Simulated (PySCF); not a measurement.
Consider C$_{5}$H$_{7}$FO$_{3}$Si (SMILES COC1=C([SiH2]F)C(=O)OC1).

```yaml
atoms:
  - { symbol: C, position_ang: [-0.9683, 1.9889, -0.6869] }
  - { symbol: O, position_ang: [-1.5662, 0.7097, -0.5836] }
  - { symbol: C, position_ang: [-0.8209, -0.3036, -0.1620] }
  - { symbol: C, position_ang: [0.4637, -0.4481, 0.2220] }
  - { symbol: Si, position_ang: [2.0676, 0.4918, 0.4553] }
  - { symbol: F, position_ang: [1.8615, 2.0507, 0.0578] }
  - { symbol: C, position_ang: [0.6300, -1.8604, 0.5733] }
  - { symbol: O, position_ang: [1.6362, -2.3891, 0.9643] }
  - { symbol: O, position_ang: [-0.5402, -2.5310, 0.3967] }
  - { symbol: C, position_ang: [-1.5212, -1.6406, -0.0655] }
  - { symbol: H, position_ang: [-1.7538, 2.6545, -1.0379] }
  - { symbol: H, position_ang: [-0.5968, 2.3260, 0.2820] }
  - { symbol: H, position_ang: [-0.1407, 1.9775, -1.3980] }
  - { symbol: H, position_ang: [2.4289, 0.5386, 1.8610] }
  - { symbol: H, position_ang: [3.0690, 0.0288, -0.4884] }
  - { symbol: H, position_ang: [-1.8969, -1.9723, -1.0396] }
  - { symbol: H, position_ang: [-2.3590, -1.6094, 0.6396] }
```

Geometry: GFN2-xTB.

All numbers below come from PySCF 2.14.0, PBE0/pcSseg-1, SCF density, gas phase, non-relativistic.

### Predict the electron density and electron localisation function between the atoms.

C–O (1.20 Å): the density is about 3.3 e/Å³ at the midpoint; the ELF peaks at about 0.85 between the atoms: a short, multiple covalent bond.
C–C (1.35 Å): ρ at the midpoint is about 2.2 e/Å³; the ELF peaks at about 0.90 between the atoms, as expected for localised, covalent bonding.
Si–F (1.62 Å): ρ at the midpoint is about 1 e/Å³; the ELF peaks at about 0.85 in the valence shell of F, 0.5 Å from its nucleus, and is about 0.55 at the midpoint.
C–Si (1.87 Å): ρ at the midpoint is about 0.93 e/Å³; the ELF peaks at about 0.95 between the atoms; a covalent bond.

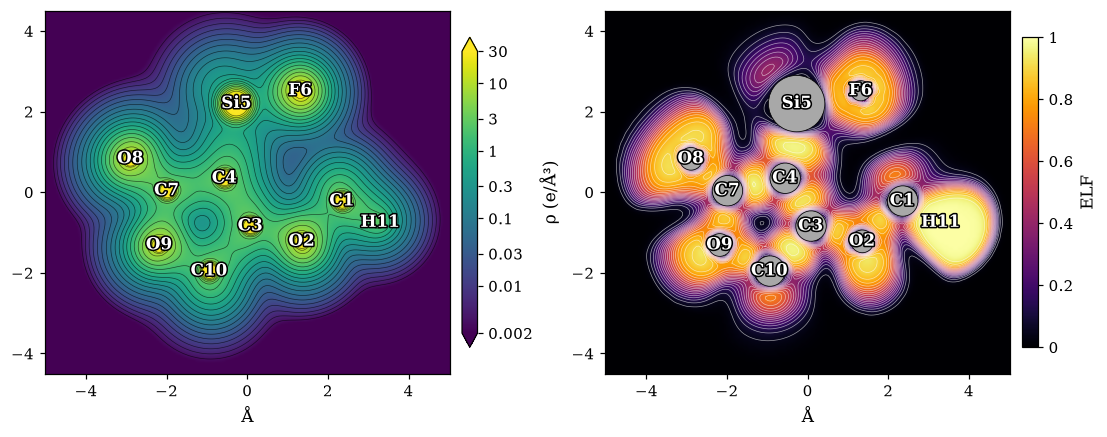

Computed electron density and electron localisation function on the plane of atoms C4, C7 and O8, in this order. Grey discs cover the atomic cores in the ELF map. 
